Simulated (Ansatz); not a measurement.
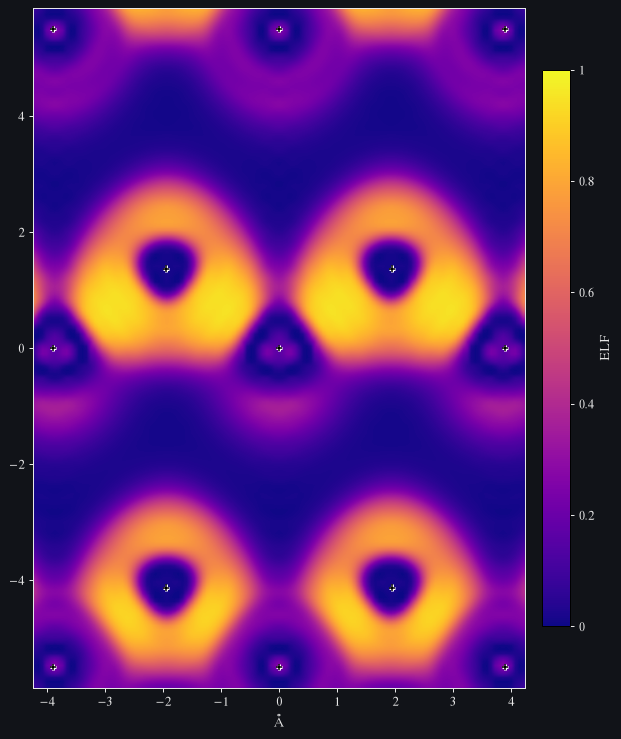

The ELF on a plane through atoms (crosses mark nuclei in the plane).

Computed with DFT PBE, scalar-relativistic, plane waves, PAW in Ansatz.

Candidates:
A. AlGa$_{3}$P$_{4}$, a = 3.90 Å, b = 3.90 Å, c = 11.01 Å, α = 90.00°, β = 90.00°, γ = 90.00°. Space group P-4m2; a structure generated by program, which may or may not match a known phase.
B. Cd$_{3}$Hg$_{2}$Se$_{5}$, a = 4.40 Å, b = 4.40 Å, c = 31.08 Å, α = 90.00°, β = 90.00°, γ = 90.00°. Space group I-4m2; a structure generated by program, which may or may not match a known phase.
C. Sc$_{2}$SnS, a = 3.55 Å, b = 3.55 Å, c = 7.71 Å, α = 90.00°, β = 90.00°, γ = 120.00°. Space group P-6m2; a structure generated by program, which may or may not match a known phase.

Which candidate gave the map?

Candidate A: AlGa$_{3}$P$_{4}$ on the (010) plane of the conventional cell, which holds Al, Ga and P. Al–P (2.38 Å): the ELF peaks at about 0.95 between the atoms, as expected for a covalent bond. Ga–P (2.38 Å): the ELF peaks at about 0.90 in the valence shell of P, 0.9 Å from its nucleus, and is about 0.75 at the midpoint.
